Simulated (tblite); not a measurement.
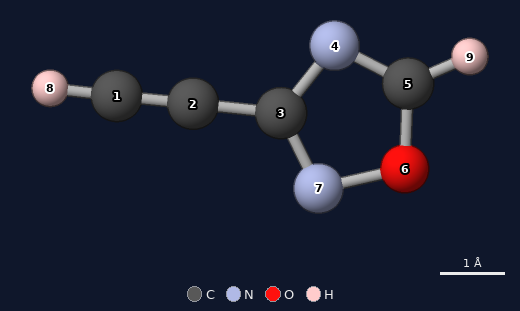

Starting structure of C4H2N2O. A ball-and-stick model, seen face on.

Level of theory: GFN2-xTB geometry optimisation, gas phase (tblite).

```xyz
9

C     2.5986   -0.2692    0.6580
C     1.4243   -0.2046    0.3453
C     0.0666   -0.1416   -0.0002
N    -0.6291    1.0486   -0.0479
C    -1.8174    0.6278   -0.4018
O    -1.9125   -0.7148   -0.6049
N    -0.6338   -1.2307   -0.3302
H     3.6251   -0.3125    0.9324
H    -2.7083    1.2030   -0.5760
```

### Predict the outcome.

N4 moves most after the best rigid fit: 0.038 Å. By element the largest moves are N 0.038 Å, H 0.032 Å, O 0.030 Å, C 0.028 Å. Among the contacts that change: O6–N7 1.406 → 1.354 Å, C5–O6 1.361 → 1.332 Å, C3–N7 1.336 → 1.309 Å, N4–C5 1.309 → 1.289 Å. Bond angles that change, for instance: O6–C5–H9 116.5° → 119.4°, N4–C3–N7 115.5° → 112.6°, C3–N7–O6 103.1° → 105.1°. The energy falls by 3.38 kcal/mol in 22 geometry steps.

Step by step:

```json
{"step": "0", "E − E(0), kcal/mol": "0.00"}
{"step": "1", "E − E(0), kcal/mol": "-1.55"}
{"step": "2", "E − E(0), kcal/mol": "-2.14"}
{"step": "3", "E − E(0), kcal/mol": "-3.23"}
{"step": "4", "E − E(0), kcal/mol": "-3.33"}
{"step": "5", "E − E(0), kcal/mol": "-3.35"}
{"step": "6", "E − E(0), kcal/mol": "-3.36"}
{"step": "7", "E − E(0), kcal/mol": "-3.37"}
{"step": "8", "E − E(0), kcal/mol": "-3.37"}
{"step": "9", "E − E(0), kcal/mol": "-3.37"}
{"step": "10", "E − E(0), kcal/mol": "-3.37"}
{"step": "11", "E − E(0), kcal/mol": "-3.37"}
{"step": "12", "E − E(0), kcal/mol": "-3.37"}
{"step": "13", "E − E(0), kcal/mol": "-3.37"}
{"step": "14", "E − E(0), kcal/mol": "-3.37"}
{"step": "15", "E − E(0), kcal/mol": "-3.37"}
{"step": "16", "E − E(0), kcal/mol": "-3.38"}
{"step": "17", "E − E(0), kcal/mol": "-3.38"}
{"step": "18", "E − E(0), kcal/mol": "-3.38"}
{"step": "19", "E − E(0), kcal/mol": "-3.38"}
{"step": "20", "E − E(0), kcal/mol": "-3.38"}
{"step": "21", "E − E(0), kcal/mol": "-3.38"}
{"step": "22", "E − E(0), kcal/mol": "-3.38"}
```

Final geometry:

```xyz
9

C     2.5888   -0.2525    0.6579
C     1.4294   -0.2313    0.3504
C     0.0700   -0.1627   -0.0049
N    -0.6400    1.0121   -0.0477
C    -1.8116    0.6148   -0.4107
O    -1.8871   -0.7016   -0.5966
N    -0.6571   -1.2018   -0.3303
H     3.6031   -0.2904    0.9236
H    -2.6819    1.2195   -0.5669
```
